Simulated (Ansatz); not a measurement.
# Run report: CH$_{7}$Si, geometry relaxation

System: CH$_{7}$Si, multiplicity 2.
Method: UHF/def2-SVP (Ansatz 0.2.0).

The input holds or restrains some coordinates. Figures and captions count atoms from 1; the log counts them from 0 in places.

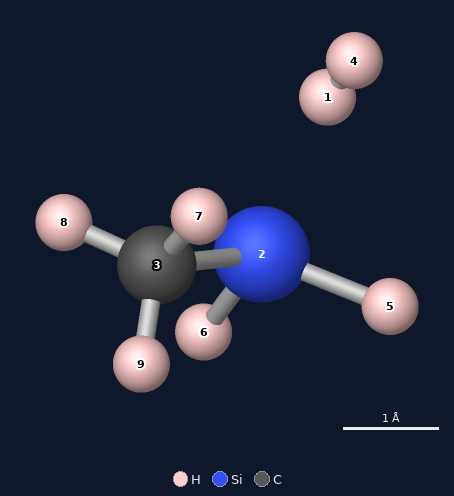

Fig. 1: The structure as given in the input (ball-and-stick view, seen at a tilt; atoms are numbered from 1 in the order of the input). Bond lengths as drawn: C–H 1.09 Å, C–Si 1.89 Å, H–H 0.67 Å and H–Si 1.48 to 1.49 Å.

Results in brief:

- outcome: converged under the restraints of the input
- total energy: −8997.3359 eV
- mean-field energy: −8997.3359 eV
- ⟨S²⟩: 0.755
- largest force (length of the vector) at the end, held atoms and coordinates included: 4.643 eV/Å
- hardware: 1 thread of Arm Neoverse V1, 24 GiB of memory available, shared host
- wall time: 5.5 s
- peak memory: 0.12 GiB

The input:
```yaml
crystal:
  periodic: [false, false, false]
  atoms:
    - { symbol: H, position_ang: [-0.734552, -0.261611, 1.604773] }
    - { symbol: Si, position_ang: [-0.692893, -0.599562, -0.254301] }
    - { symbol: C, position_ang: [0.940604, 0.344329, -0.409063] }
    - { symbol: H, position_ang: [-0.703582, 0.149596, 2.12775] }
    - { symbol: H, position_ang: [-1.853487, 0.32203, -0.344894] }
    - { symbol: H, position_ang: [-0.792067, -1.566383, -1.385858] }
    - { symbol: H, position_ang: [1.023664, 1.125658, 0.347609] }
    - { symbol: H, position_ang: [1.791166, -0.331571, -0.295369] }
    - { symbol: H, position_ang: [1.021045, 0.817519, -1.390747] }
magnetization:
  spin_polarized: true
  initial_magnetization: 1
basis:
  gaussian: { orbitals: def2-SVP }
hamiltonian:
  xc: hf
output:
  forces: true
relax:
  f_tol: 0.02
  max_steps: 50
  escape_saddle: false
  constraints: [{ distance: [0, 3] }, { distance: [0, 1] }]
```

Run as:
```bash
ansatz run input.yaml --threads 1 --pin off --max-ram 2560MiB --backend cpu --events-out ev --progress --plain --runs-dir out
```

The program's output:
```
The last accepted step is kept in [file] (removed where the run ends without a failure and the disk answers)
Engine: ansatz 0.2.0, aarch64-unknown-linux-gnu
Functional definition: HF
  exchange = exact_x
  correlation = 0
717 factors; integrals over basis functions are off by at most 3.4e-4 eV
mean field evaluation 1: about -8995.5450 eV, gradient 1.5e1 eV
mean field evaluation 2: about -8995.5661 eV, gradient 1.5e1 eV
mean field evaluation 4: about -8997.2851 eV, gradient 1.9e0 eV
mean field evaluation 8: about -8997.3275 eV, gradient 1.3e-1 eV
mean field -8997.32798428 eV, -330.6457048143 hartree, gradient 1.3e-5 eV, S^2 0.755629; 0 other end points of the search recorded, 0 dependent functions left out
the calculation of the forces begins
reference -8997.32798428 eV, -330.6457048143 hartree; 14, 13 occupied and 53, 54 virtual orbitals, 717 factors
relax step   1: F+E_penalty+E_count = -8997.32798428 eV  Δ(F+E_penalty+E_count) = +0.000e0 eV  max|allowed force component| = 9.578e-2 eV/Å  Δτ_max = 0.0000 Å  (36 SCF iters, accepted)
  distance H 0 - H 3 held at 0.665999 Å   reaction = -4.8258e0 eV/Å
  distance H 0 - Si 1 held at 1.890001 Å   reaction = -1.8940e0 eV/Å
these checks for a lower state are left out or cut short: starts, cluster_reference, orbital_swaps, neighbouring_geometries, increment
717 factors; integrals over basis functions are off by at most 3.4e-4 eV
mean field evaluation 16: about -8997.3334 eV, gradient 7.0e-5 eV
mean field -8997.33342089 eV, -330.6459046061 hartree, gradient 1.2e-5 eV, S^2 0.755170; 0 other end points of the search recorded, 0 dependent functions left out
the calculation of the forces begins
reference -8997.33342089 eV, -330.6459046061 hartree; 14, 13 occupied and 53, 54 virtual orbitals, 717 factors
relax step   2: F+E_penalty+E_count = -8997.33342089 eV  Δ(F+E_penalty+E_count) = -5.437e-3 eV  max|allowed force component| = 6.841e-2 eV/Å  Δτ_max = 0.0901 Å  (34 SCF iters, accepted)
  distance H 0 - H 3 held at 0.665999 Å   reaction = -4.6336e0 eV/Å
  distance H 0 - Si 1 held at 1.890001 Å   reaction = -1.7878e0 eV/Å
these checks for a lower state are left out or cut short: starts, cluster_reference, orbital_swaps, neighbouring_geometries, increment
717 factors; integrals over basis functions are off by at most 3.4e-4 eV
mean field -8997.33548782 eV, -330.6459805644 hartree, gradient 2.2e-5 eV, S^2 0.755141; 0 other end points of the search recorded, 0 dependent functions left out
the calculation of the forces begins
reference -8997.33548782 eV, -330.6459805644 hartree; 14, 13 occupied and 53, 54 virtual orbitals, 717 factors
relax step   3: F+E_penalty+E_count = -8997.33548782 eV  Δ(F+E_penalty+E_count) = -2.067e-3 eV  max|allowed force component| = 2.705e-2 eV/Å  Δτ_max = 0.0276 Å  (27 SCF iters, accepted)
  distance H 0 - H 3 held at 0.665999 Å   reaction = -4.6617e0 eV/Å
  distance H 0 - Si 1 held at 1.890001 Å   reaction = -1.8353e0 eV/Å
these checks for a lower state are left out or cut short: starts, cluster_reference, orbital_swaps, neighbouring_geometries, increment
717 factors; integrals over basis functions are off by at most 3.4e-4 eV
mean field -8997.33582177 eV, -330.6459928368 hartree, gradient 1.6e-5 eV, S^2 0.755059; 0 other end points of the search recorded, 0 dependent functions left out
the calculation of the forces begins
reference -8997.33582177 eV, -330.6459928368 hartree; 14, 13 occupied and 53, 54 virtual orbitals, 717 factors
relax step   4: F+E_penalty+E_count = -8997.33582177 eV  Δ(F+E_penalty+E_count) = -3.339e-4 eV  max|allowed force component| = 2.177e-2 eV/Å  Δτ_max = 0.0111 Å  (29 SCF iters, accepted)
  distance H 0 - H 3 held at 0.665999 Å   reaction = -4.6523e0 eV/Å
  distance H 0 - Si 1 held at 1.890001 Å   reaction = -1.8512e0 eV/Å
these checks for a lower state are left out or cut short: starts, cluster_reference, orbital_swaps, neighbouring_geometries, increment
717 factors; integrals over basis functions are off by at most 3.4e-4 eV
mean field evaluation 32: about -8997.3141 eV, gradient 1.5e-1 eV
mean field -8997.33588483 eV, -330.6459951540 hartree, gradient 2.2e-5 eV, S^2 0.755029; 0 other end points of the search recorded, 0 dependent functions left out
the calculation of the forces begins
reference -8997.33588483 eV, -330.6459951540 hartree; 14, 13 occupied and 53, 54 virtual orbitals, 717 factors
relax step   5: F+E_penalty+E_count = -8997.33588483 eV  Δ(F+E_penalty+E_count) = -6.306e-5 eV  max|allowed force component| = 1.126e-2 eV/Å  Δτ_max = 0.0052 Å  (26 SCF iters, accepted)
  distance H 0 - H 3 held at 0.665999 Å   reaction = -4.6446e0 eV/Å
  distance H 0 - Si 1 held at 1.890001 Å   reaction = -1.8501e0 eV/Å
```

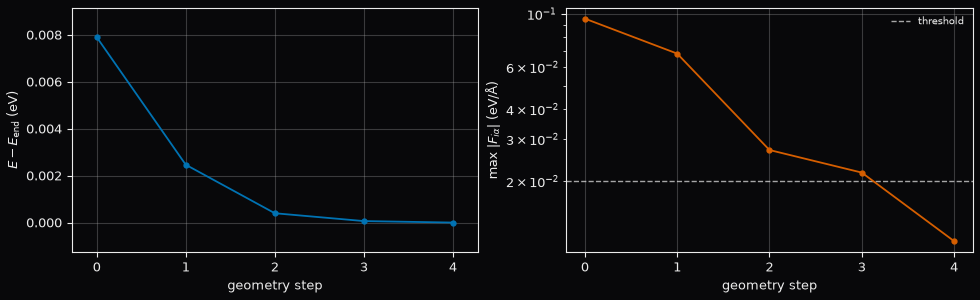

Fig. 2: Progress of the restrained relaxation, step by step (the first geometry is step 0 here and step 1 in the log).

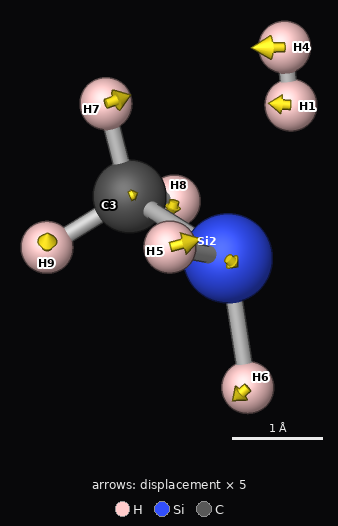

Fig. 3: The starting structure with the displacements as yellow arrows, magnified 5 times (ball-and-stick view, seen at a tilt). The two geometries are laid on each other by the best rigid fit. The atom that moves furthest after the best rigid fit is H4 (0.080 Å). By element the largest moves are H 0.080 Å, Si 0.036 Å, C 0.021 Å. Over 4 geometry steps the energy falls by 0.008 eV. Largest force component: 0.096 eV/Å at the start, 0.011 eV/Å at the end. (Atoms are counted from 1 in the order of the input.)

```
717 factors; integrals over basis functions are off by at most 3.4e-4 eV
mean field -8997.33588483 eV, -330.6459951540 hartree, gradient 2.2e-5 eV, S^2 0.755029; 1 other end points of the search recorded, 0 dependent functions left out
the calculation of the forces begins
reference -8997.33588483 eV, -330.6459951540 hartree; 14, 13 occupied and 53, 54 virtual orbitals, 717 factors
Total energy: -8997.33588483 eV, -330.6459951540 hartree
Atom 0 at    -0.732671    -0.213234     1.581159 Å, force    -0.196806    -2.601928    -1.730468 eV/Å
Atom 1 at    -0.683771    -0.633654    -0.260840 Å, force     0.046071    -0.412041    -1.806302 eV/Å
Atom 2 at     0.941578     0.331177    -0.391763 Å, force    -0.003756     0.011262     0.005444 eV/Å
Atom 3 at    -0.711166     0.219037     2.087355 Å, force     0.150775     3.012958     3.529041 eV/Å
Atom 4 at    -1.859318     0.272123    -0.290766 Å, force     0.001778    -0.002223     0.001062 eV/Å
Atom 5 at    -0.783740    -1.554231    -1.432322 Å, force     0.000920     0.000944     0.002854 eV/Å
Atom 6 at     1.041061     1.082038     0.393041 Å, force     0.002903    -0.002539    -0.002855 eV/Å
Atom 7 at     1.796984    -0.344922    -0.329179 Å, force    -0.002307    -0.003057     0.000131 eV/Å
Atom 8 at     0.990941     0.841670    -1.356785 Å, force     0.000423    -0.003376     0.001093 eV/Å
Dipole moment:     0.118520     0.079167     0.147411 e Å
```

Trajectory as extended XYZ (Å, eV, eV/Å), 5 frames, from step=1 to step=5:
```
9
Properties=species:S:1:pos:R:3:forces:R:3 step=1 energy=-8997.32798
H    -0.7346   -0.2616    1.6048   -0.2558  -2.5920  -1.9957
Si   -0.6929   -0.5996   -0.2543    0.0366  -0.4143  -1.9101
C     0.9406    0.3443   -0.4091    0.0400   0.0321   0.0958
H    -0.7036    0.1496    2.1277    0.2213   2.9855   3.7548
H    -1.8535    0.3220   -0.3449   -0.0043   0.0114   0.0768
H    -0.7921   -1.5664   -1.3859   -0.0108  -0.0153  -0.0294
H     1.0237    1.1257    0.3476    0.0277   0.0162   0.0086
H     1.7912   -0.3316   -0.2954   -0.0079  -0.0013   0.0020
H     1.0210    0.8175   -1.3907   -0.0467  -0.0224  -0.0028
9
Properties=species:S:1:pos:R:3:forces:R:3 step=2 energy=-8997.33342
H    -0.7151   -0.2177    1.5719   -0.2600  -2.6447  -1.7106
Si   -0.6913   -0.6324   -0.2718    0.0026  -0.3954  -1.7059
C     0.9345    0.3330   -0.3854    0.0505   0.0217  -0.0490
H    -0.6838    0.2190    2.0738    0.2055   3.0486   3.5204
H    -1.8573    0.2881   -0.3078    0.0077  -0.0461  -0.0187
H    -0.7949   -1.5798   -1.4228    0.0178   0.0684  -0.0087
H     1.0243    1.0798    0.4068   -0.0112  -0.0517  -0.0541
H     1.7918   -0.3421   -0.3183   -0.0258   0.0264  -0.0081
H     0.9918    0.8521   -1.3466    0.0129  -0.0272   0.0347
9
Properties=species:S:1:pos:R:3:forces:R:3 step=3 energy=-8997.33549
H    -0.7280   -0.2203    1.5815   -0.1954  -2.6219  -1.7504
Si   -0.6861   -0.6302   -0.2630    0.0299  -0.4046  -1.7873
C     0.9403    0.3325   -0.3927    0.0196   0.0271   0.0031
H    -0.7067    0.2121    2.0876    0.1494   3.0293   3.5465
H    -1.8557    0.2843   -0.3007    0.0058  -0.0215   0.0004
H    -0.7888   -1.5652   -1.4230    0.0043   0.0225  -0.0039
H     1.0342    1.0843    0.3930    0.0049  -0.0204  -0.0222
H     1.7973   -0.3419   -0.3255   -0.0169   0.0070  -0.0017
H     0.9934    0.8443   -1.3574   -0.0016  -0.0174   0.0156
9
Properties=species:S:1:pos:R:3:forces:R:3 step=4 energy=-8997.33582
H    -0.7331   -0.2154    1.5819   -0.2054  -2.6088  -1.7357
Si   -0.6840   -0.6330   -0.2607    0.0422  -0.4095  -1.8105
C     0.9416    0.3312   -0.3925    0.0024   0.0218   0.0106
H    -0.7103    0.2172    2.0879    0.1591   3.0193   3.5325
H    -1.8575    0.2759   -0.2938    0.0038  -0.0081   0.0034
H    -0.7853   -1.5571   -1.4294    0.0018   0.0044   0.0029
H     1.0390    1.0821    0.3929    0.0067  -0.0082  -0.0098
H     1.7982   -0.3436   -0.3293   -0.0090  -0.0009   0.0000
H     0.9912    0.8428   -1.3571   -0.0016  -0.0099   0.0066
9
Properties=species:S:1:pos:R:3:forces:R:3 step=5 energy=-8997.33589
H    -0.7327   -0.2132    1.5812   -0.1968  -2.6019  -1.7305
Si   -0.6838   -0.6337   -0.2608    0.0461  -0.4120  -1.8063
C     0.9416    0.3312   -0.3918   -0.0038   0.0113   0.0054
H    -0.7112    0.2190    2.0874    0.1508   3.0130   3.5290
H    -1.8593    0.2721   -0.2908    0.0018  -0.0022   0.0011
H    -0.7837   -1.5542   -1.4323    0.0009   0.0009   0.0029
H     1.0411    1.0820    0.3930    0.0029  -0.0025  -0.0029
H     1.7970   -0.3449   -0.3292   -0.0023  -0.0031   0.0001
H     0.9909    0.8417   -1.3568    0.0004  -0.0034   0.0011
```
